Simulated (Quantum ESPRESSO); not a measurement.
# Simulated XPS, UPS and emission spectra of NbP, part 13 of 17

Wanted: projected DOS of NbP, weighted into photoemission and X-ray emission spectra, at several levels of theory.

Quantum ESPRESSO 7.5; DFT, PBE, plane waves, ultrasoft GBRV pseudopotentials, scalar-relativistic (the session's first sound run).

So far. Step 11 (With a Hubbard U: bands): Of the bands kept, 1 crosses the Fermi level on this path. Step 12 (With LDA: self-consistent run): The run ends at a pressure of -9.48 GPa, with forces up to 0.011 eV/Å.

### 15. With LDA: bands

Level of this step: DFT, LDA, plane waves, ultrasoft GBRV pseudopotentials, scalar-relativistic (Quantum ESPRESSO).

The bands are solved at chosen points on the fixed potential.

bands.in reads:

```
&control
  calculation = 'bands'
  prefix = 'pes'
  outdir = './tmp'
  pseudo_dir = './pp'
  verbosity = 'high'
/
&system
  ibrav = 0
  nat = 4
  ntyp = 2
  ecutwfc = 40.0
  ecutrho = 200.0
  occupations = 'smearing'
  nbnd = 30
  smearing = 'fd'
  degauss = 0.00147
/
&electrons
  conv_thr = 2.4e-08
  mixing_beta = 0.5
  electron_maxstep = 120
  diago_full_acc = .true.
/
ATOMIC_SPECIES
Nb 92.9064 nb_lda_v1.uspp.F.UPF
P 30.9738 p_lda_v1.5.uspp.F.UPF
CELL_PARAMETERS angstrom
 -1.674923254 1.674923254 5.740108176
 1.674923254 -1.674923254 5.740108176
 1.674923254 1.674923254 -5.740108176
ATOMIC_POSITIONS crystal
Nb 0.249880800 0.749880800 0.500000000
Nb 0.499880800 0.499880800 0.000000000
P 0.832747770 0.332747770 0.500000000
P 0.082747770 0.082747770 0.000000000
K_POINTS crystal
94
 0.00000000 0.00000000 0.00000000 1
 0.00000000 0.00000000 0.05000000 1
 0.00000000 0.00000000 0.10000000 1
 0.00000000 0.00000000 0.15000000 1
 0.00000000 0.00000000 0.20000000 1
 0.00000000 0.00000000 0.25000000 1
 ! [... 86 more points ...]
 0.50000000 0.50000000 -0.45425720 1
 0.50000000 0.50000000 -0.50000000 1
```

Command:

```bash
$ OMP_NUM_THREADS=1 mpirun -n 4 pw.x -nk 4 -in bands.in > bands.out
```

The log of the run:

```text
[banner, memory and clock lines left out]
Program PWSCF v.7.5 starts

          URL

     Atomic positions and unit cell read from directory:
     ./tmp/pes.save/

     Message from routine setup:
     using ibrav=0 with symmetry is DISCOURAGED, use correct ibrav instead

     G-vector sticks info

     bravais-lattice index     =            0
     lattice parameter (alat)  =      11.7345  a.u.
     unit-cell volume          =     434.6768 (a.u.)^3
     number of atoms/cell      =            4
     number of atomic types    =            2
     number of electrons       =        36.00
     number of Kohn-Sham states=           30
     kinetic-energy cutoff     =      40.0000  Ry
     charge density cutoff     =     200.0000  Ry
     Exchange-correlation=  SLA  PZ   NOGX NOGC
                           (   1   1   0   0   0   0   0)

     celldm(1)=  11.734511  celldm(2)=   0.000000  celldm(3)=   0.000000
     celldm(4)=   0.000000  celldm(5)=   0.000000  celldm(6)=   0.000000

     crystal axes: (cart. coord. in units of alat)
               a(1) = (  -0.269730   0.269730   0.924387 )
               a(2) = (   0.269730  -0.269730   0.924387 )
               a(3) = (   0.269730   0.269730  -0.924387 )

     reciprocal axes: (cart. coord. in units 2 pi/alat)
               b(1) = ( -0.000000  1.853708  0.540899 )
               b(2) = (  1.853708 -0.000000  0.540899 )
               b(3) = (  1.853708  1.853708  0.000000 )

     PseudoPot. # 1 for Nb read from file:
     ./pp/nb_lda_v1.uspp.F.UPF
     Pseudo is Ultrasoft + core correction, Zval = 13.0
     Generated by new atomic code, or converted to UPF format
     Using radial grid of  887 points,  6 beta functions with:
                l(1) =   0
                l(2) =   0
                l(3) =   1
                l(4) =   1
                l(5) =   2
                l(6) =   2
     Q(r) pseudized with  6 coefficients,  rinner =    1.000   1.000   1.000
                                                       1.000   1.000

     PseudoPot. # 2 for P  read from file:
     ./pp/p_lda_v1.5.uspp.F.UPF
     Pseudo is Ultrasoft + core correction, Zval =  5.0
     Generated by new atomic code, or converted to UPF format
     Using radial grid of  903 points,  6 beta functions with:
                l(1) =   0
                l(2) =   0
                l(3) =   1
                l(4) =   1
                l(5) =   2
                l(6) =   2
     Q(r) pseudized with  8 coefficients,  rinner =    1.300   1.300   1.300
                                                       1.300   1.300

     atomic species   valence    mass     pseudopotential
     Nb               13.00    92.90640     Nb( 1.00)
     P                 5.00    30.97380     P ( 1.00)

      8 Sym. Ops. (no inversion) found ( 4 have fractional translation)

                                    s                        frac. trans.

      isym =  1     identity

 cryst.   s( 1) = (     1          0          0      )
                  (     0          1          0      )
                  (     0          0          1      )

 cart.    s( 1) = (  1.0000000 -0.0000000  0.0000000 )
                  ( -0.0000000  1.0000000 -0.0000000 )
                  ( -0.0000000  0.0000000  1.0000000 )

      isym =  2     180 deg rotation - cart. axis [0,0,1]

 cryst.   s( 2) = (     0          1          0      )
                  (     1          0          0      )
                  (    -1         -1         -1      )

 cart.    s( 2) = ( -1.0000000  0.0000000  0.0000000 )
                  (  0.0000000 -1.0000000 -0.0000000 )
                  ( -0.0000000 -0.0000000  1.0000000 )

      isym =  3      90 deg rotation - cart. axis [0,0,-1]

 cryst.   s( 3) = (     1          1          1      )    f =(  0.2500000 )
                  (     0          0         -1      )       ( -0.2500000 )
                  (    -1          0          0      )       (  0.5000000 )

 cart.    s( 3) = (  0.0000000  1.0000000  0.0000000 )    f =( -0.0000000 )
                  ( -1.0000000 -0.0000000 -0.0000000 )       (  0.2697297 )
                  ( -0.0000000  0.0000000  1.0000000 )       ( -0.4621936 )

      isym =  4      90 deg rotation - cart. axis [0,0,1]

 cryst.   s( 4) = (     0          0         -1      )    f =(  0.2500000 )
                  (     1          1          1      )       ( -0.2500000 )
                  (     0         -1          0      )       (  0.5000000 )

 cart.    s( 4) = ( -0.0000000 -1.0000000  0.0000000 )    f =( -0.0000000 )
                  (  1.0000000 -0.0000000 -0.0000000 )       (  0.2697297 )
                  (  0.0000000 -0.0000000  1.0000000 )       ( -0.4621936 )

      isym =  5     inv. 180 deg rotation - cart. axis [0,1,0]

 cryst.   s( 5) = (     0          0         -1      )
                  (     1          1          1      )
                  (    -1          0          0      )

 cart.    s( 5) = (  1.0000000  0.0000000  0.0000000 )
                  ( -0.0000000 -1.0000000 -0.0000000 )
                  (  0.0000000 -0.0000000  1.0000000 )

      isym =  6     inv. 180 deg rotation - cart. axis [1,0,0]

 cryst.   s( 6) = (     1          1          1      )
                  (     0          0         -1      )
                  (     0         -1          0      )

 cart.    s( 6) = ( -1.0000000 -0.0000000  0.0000000 )
                  ( -0.0000000  1.0000000 -0.0000000 )
                  ( -0.0000000  0.0000000  1.0000000 )

      isym =  7     inv. 180 deg rotation - cart. axis [1,1,0]

 cryst.   s( 7) = (     1          0          0      )    f =(  0.2500000 )
                  (     0          1          0      )       ( -0.2500000 )
                  (    -1         -1         -1      )       (  0.5000000 )

 cart.    s( 7) = (  0.0000000 -1.0000000  0.0000000 )    f =( -0.0000000 )
                  ( -1.0000000  0.0000000 -0.0000000 )       (  0.2697297 )
                  ( -0.0000000 -0.0000000  1.0000000 )       ( -0.4621936 )

      isym =  8     inv. 180 deg rotation - cart. axis [1,-1,0]

 cryst.   s( 8) = (     0          1          0      )    f =(  0.2500000 )
                  (     1          0          0      )       ( -0.2500000 )
                  (     0          0          1      )       (  0.5000000 )

 cart.    s( 8) = ( -0.0000000  1.0000000  0.0000000 )    f =( -0.0000000 )
                  (  1.0000000 -0.0000000 -0.0000000 )       (  0.2697297 )
                  (  0.0000000 -0.0000000  1.0000000 )       ( -0.4621936 )

   Cartesian axes

     site n.     atom                  positions (alat units)
         1        Nb     tau(   1) = (   0.2697297   0.0000000   0.4619732  )
[...]
18.7318  18.7318  20.5150  20.8674  23.2200  24.8262

          k = 0.0927 0.0927 0.0000 (  1857 PWs)   bands (ev):

   -40.1159 -40.0790 -16.4358 -16.2506 -16.2488 -16.1034 -16.1011 -16.0530
     2.0827   4.4390   8.5767  11.5525  12.3978  12.4761  12.5092  12.8548
    13.3166  13.4010  15.3846  16.0961  17.2923  17.6025  17.9454  18.2071
    18.6783  18.9192  20.7201  21.2407  23.1363  24.6555

          k = 0.1854 0.1854 0.0000 (  1857 PWs)   bands (ev):

   -40.1127 -40.0772 -16.4258 -16.2707 -16.2637 -16.1233 -16.1161 -16.0515
     2.2812   4.4994   8.6913  11.2761  12.1969  12.2801  12.3108  12.8126
    13.4476  13.5765  15.1313  15.6756  17.3068  17.3731  18.2223  18.4180
    18.6340  19.3289  21.2791  22.1267  22.8843  24.2575

          k = 0.2781 0.2781 0.0000 (  1853 PWs)   bands (ev):

   -40.1077 -40.0746 -16.4118 -16.3012 -16.2850 -16.1515 -16.1389 -16.0522
     2.5913   4.5771   8.9054  10.8682  11.6392  11.9754  12.0954  12.9295
    13.7003  13.7840  15.0083  15.1812  17.0153  17.5544  18.5254  18.6580
    18.6585  19.7845  22.0701  22.6155  23.2061  23.8191

          k = 0.3707 0.3707 0.0000 (  1857 PWs)   bands (ev):

   -40.1013 -40.0713 -16.3996 -16.3380 -16.3056 -16.1844 -16.1663 -16.0561
     2.9810   4.6485   9.2107  10.3673  11.0502  11.7238  11.8267  12.9445
    13.8646  13.9927  14.8145  15.2722  16.7449  17.7631  18.6851  18.8303
    18.9247  20.1741  22.4311  22.9882  23.2987  24.3049

          k = 0.4634 0.4634 0.0000 (  1851 PWs)   bands (ev):

   -40.0940 -40.0680 -16.4016 -16.3769 -16.3124 -16.2186 -16.1939 -16.0634
[...]
19.1895  20.4577  22.2449  22.6369  23.8611  24.2016

          k = 0.5561 0.5561 0.0000 (  1851 PWs)   bands (ev):

[...]
19.4935  20.6542  21.6561  21.9122  23.5783  24.6084

          k = 0.6488 0.6488 0.0000 (  1837 PWs)   bands (ev):

[...]
19.8815  20.6893  20.8114  21.5850  22.8617  24.2992

          k = 0.7415 0.7415 0.0000 (  1849 PWs)   bands (ev):

[...]
19.8969  20.5194  20.9645  21.4011  22.2828  23.8446

          k = 0.8342 0.8342 0.0000 (  1853 PWs)   bands (ev):

[...]
19.8669  20.8748  21.0850  21.4245  22.0927  23.0206

          k = 0.9269 0.9269 0.0000 (  1842 PWs)   bands (ev):

[...]
20.3651  20.3651  21.4046  21.4046  22.5073  22.5073

          k = 0.9269 0.9269 0.0270 (  1838 PWs)   bands (ev):

[...]
20.3656  20.3656  21.4056  21.4056  22.4903  22.4903

          k = 0.9269 0.9269 0.0541 (  1840 PWs)   bands (ev):

[...]
20.3669  20.3669  21.4085  21.4085  22.4469  22.4469

          k = 0.9269 0.9269 0.0811 (  1844 PWs)   bands (ev):

[...]
20.3689  20.3689  21.4132  21.4132  22.3904  22.3904

          k = 0.9269 0.9269 0.1082 (  1834 PWs)   bands (ev):

[...]
20.3715  20.3715  21.4195  21.4195  22.3303  22.3303

          k = 0.9269 0.9269 0.1352 (  1844 PWs)   bands (ev):

[...]
20.3743  20.3743  21.4268  21.4268  22.2723  22.2723

[...]
k = 0.9269-0.0000 0.2704 (  1862 PWs)   bands (ev):

[...]
k = 0.8342-0.0000 0.2434 (  1863 PWs)   bands (ev):

[...]
k = 0.7415-0.0000 0.2164 (  1868 PWs)   bands (ev):

[...]
k = 0.6488-0.0000 0.1893 (  1857 PWs)   bands (ev):

[...]
k = 0.5561-0.0000 0.1623 (  1864 PWs)   bands (ev):

[...]
k = 0.4634-0.0000 0.1352 (  1863 PWs)   bands (ev):

[...]
k = 0.3707-0.0000 0.1082 (  1857 PWs)   bands (ev):

[...]
k = 0.2781-0.0000 0.0811 (  1849 PWs)   bands (ev):

[...]
k = 0.1854-0.0000 0.0541 (  1859 PWs)   bands (ev):

[...]
k = 0.0927-0.0000 0.0270 (  1853 PWs)   bands (ev):

[...]
k =-0.0000-0.0000 0.1623 (  1846 PWs)   bands (ev):

[...]
k =-0.0000-0.0000 0.3245 (  1866 PWs)   bands (ev):

[...]
k =-0.0000-0.0000 0.3786 (  1854 PWs)   bands (ev):

[...]
k = 0.0848-0.0000 0.5409 (  1848 PWs)   bands (ev):

[...]
k = 0.1696-0.0000 0.5409 (  1866 PWs)   bands (ev):

[...]
k = 0.2544-0.0000 0.5409 (  1868 PWs)   bands (ev):

[...]
k = 0.4240-0.0000 0.5409 (  1880 PWs)   bands (ev):

[...]
k = 0.5088-0.0000 0.5409 (  1870 PWs)   bands (ev):

[...]
k = 0.5936-0.0000 0.5409 (  1866 PWs)   bands (ev):

[...]
k = 0.7631-0.0000 0.5409 (  1864 PWs)   bands (ev):

[...]
k = 0.8479-0.0000 0.5409 (  1858 PWs)   bands (ev):

[...]
k = 0.8046-0.0000 0.0000 (  1872 PWs)   bands (ev):

[...]
k = 0.6035-0.0000 0.0000 (  1855 PWs)   bands (ev):

[...]
k = 0.4023-0.0000 0.0000 (  1857 PWs)   bands (ev):

[...]
k = 0.3017-0.0000 0.0000 (  1849 PWs)   bands (ev):

[...]
k = 0.2012-0.0000 0.0000 (  1861 PWs)   bands (ev):

[...]
k = 0.1006-0.0000 0.0000 (  1855 PWs)   bands (ev):

[...]
k = 0.9347 0.9190-0.0000 (  1840 PWs)   bands (ev):

[...]
k = 0.9426 0.9111-0.0000 (  1840 PWs)   bands (ev):

[...]
k = 0.9505 0.9032-0.0000 (  1840 PWs)   bands (ev):

[...]
k = 0.9584 0.8953-0.0000 (  1840 PWs)   bands (ev):

[...]
k = 0.9663 0.8874-0.0000 (  1848 PWs)   bands (ev):

[...]
k = 0.9742 0.8795-0.0000 (  1844 PWs)   bands (ev):

[...]
k = 0.9821 0.8716-0.0000 (  1848 PWs)   bands (ev):

[...]
k = 0.9900 0.8637-0.0000 (  1848 PWs)   bands (ev):

[...]
k = 1.0058 0.8479-0.0000 (  1850 PWs)   bands (ev):

[...]
k = 0.5936 0.5936 0.5409 (  1840 PWs)   bands (ev):

[...]
19.9592  19.9592  21.6135  21.6135  23.6853  23.6853

          k = 0.5088 0.5088 0.5409 (  1862 PWs)   bands (ev):

[...]
19.7375  19.7375  21.7491  21.7491  23.9489  23.9489

          k = 0.4240 0.4240 0.5409 (  1860 PWs)   bands (ev):

[...]
19.6334  19.6334  21.9287  21.9287  23.8787  23.8787

          k = 0.3392 0.3392 0.5409 (  1862 PWs)   bands (ev):

[...]
19.5365  19.5365  22.1545  22.1545  23.5851  23.5851

          k = 0.2544 0.2544 0.5409 (  1872 PWs)   bands (ev):

[...]
19.4212  19.4212  22.2175  22.2175  23.3566  23.3566

          k = 0.1696 0.1696 0.5409 (  1856 PWs)   bands (ev):

[...]
3.1649   3.1649  10.6294  10.6294  11.5098  11.5098  12.3381  12.3381
    13.8161  13.8161  16.1110  16.1110  16.7314  16.7314  18.2616  18.2616
    19.3358  19.3358  21.9550  21.9550  23.3008  23.3008

          k = 0.0848 0.0848 0.5409 (  1852 PWs)   bands (ev):

   -40.0976 -40.0976 -16.2655 -16.2655 -16.2402 -16.2402 -16.0918 -16.0918
     3.0374   3.0374  10.6587  10.6587  11.7584  11.7584  12.2126  12.2126
    14.0627  14.0627  15.9247  15.9247  16.8885  16.8885  18.2262  18.2262
    19.3207  19.3207  21.6103  21.6103  23.1891  23.1891

          k = 0.0000 0.0000 0.5409 (  1850 PWs)   bands (ev):

   -40.0983 -40.0983 -16.2514 -16.2514 -16.2501 -16.2501 -16.0876 -16.0876
     2.9933   2.9933  10.6703  10.6703  11.9868  11.9868  12.0097  12.0097
    14.1771  14.1771  15.8539  15.8539  16.9561  16.9561  18.2099  18.2099
    19.3362  19.3362  21.4527  21.4527  23.1111  23.1111

     XML data file, pseudopotentials, collected wavefunctions

[... further rows ...]
```

It took 74 s on 4 MPI ranks of Arm Neoverse V2, shared host.

Electronic bands along the path, in eV, zero at the Fermi level; # counts the bands kept:

```
     point     #7     #8     #9    #10   #11   #12   #13   #14
         Γ  -2.13  -1.71  -1.33  -1.33  0.83  1.59  2.64  3.14
         X  -2.81  -2.81  -0.41  -0.41  2.94  2.94  3.05  3.05
         P  -2.86  -2.86  -0.39  -0.39  2.96  2.96  3.03  3.03
         N  -2.29  -1.84  -1.50  -0.12  0.07  1.30  2.43  2.62
         Γ  -2.13  -1.71  -1.33  -1.33  0.83  1.59  2.64  3.14
         M  -2.66  -2.66  -0.49  -0.49  1.19  1.19  2.29  2.29
         S  -2.27  -2.17  -1.45  -0.15  0.13  1.62  2.37  2.66
jump to S0  -2.27  -2.17  -1.45  -0.15  0.13  1.62  2.37  2.66
         Γ  -2.13  -1.71  -1.33  -1.33  0.83  1.59  2.64  3.14
 jump to X  -2.81  -2.81  -0.41  -0.41  2.94  2.94  3.05  3.05
         R  -2.79  -2.79  -0.46  -0.46  2.74  2.74  3.12  3.12
 jump to G  -2.79  -2.79  -0.46  -0.46  2.74  2.74  3.12  3.12
         M  -2.66  -2.66  -0.49  -0.49  1.19  1.19  2.29  2.29
```

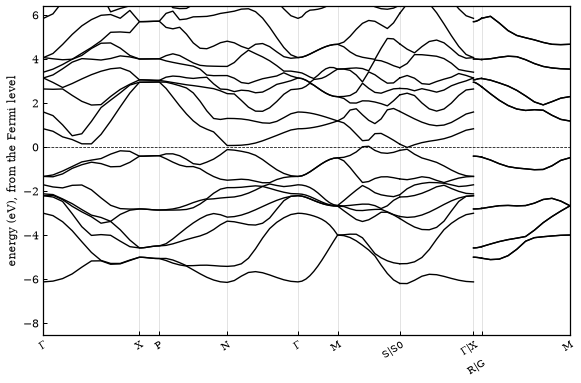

Electronic bands along the path.

Of the bands kept, 2 cross the Fermi level on this path.

(Part 13 of 17 ends here.)

[Logs are printed without paths, hosts, clocks, repeated set-up lines and the standing remarks that a program may print on its own settings, such as how far it seeks lower states.]

[Hosts, paths, dates, database ids (printed as entryN), source tags and the programs' standing remarks are cut or masked in the printed files.]

[Maps of the electrostatic potential energy from Ansatz leave out the sawtooth potential of an applied field or a dipole correction, so their vacuum need not be flat; work functions include it.]

[Peak lists hold at most the 14 tallest peaks of each spectrum; further lines can be left out.]
